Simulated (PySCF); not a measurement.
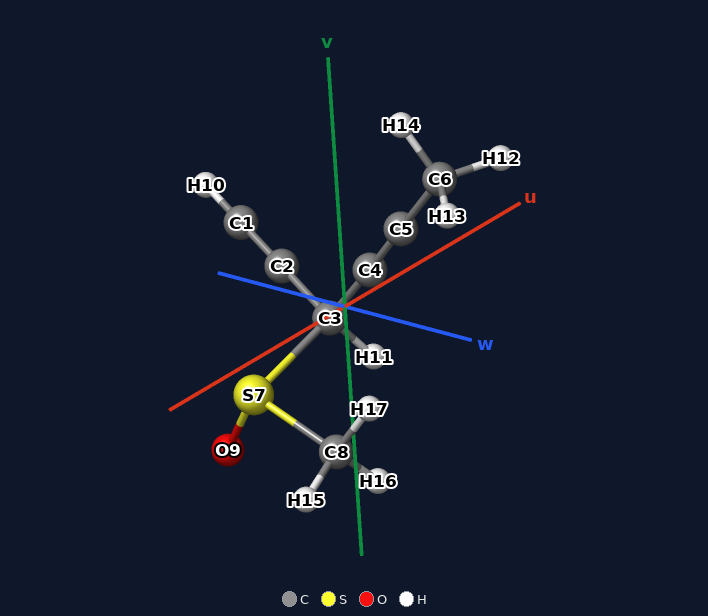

The lines u, v and w are the principal axes of the static dipole polarisability. The computed structure is the end point of a GFN2-xTB optimisation. No frequency run is at hand to confirm it as a minimum. Computed with PBE0/def2-SVPD (PySCF 2.14.0).

Along which axis is the molecule most polarisable, and along which least?

Most along u, least along w.

Give the three principal values.

u 134.4, v 118.5, w 76.2 bohr³; mean 109.7, anisotropy 52.1 bohr³.
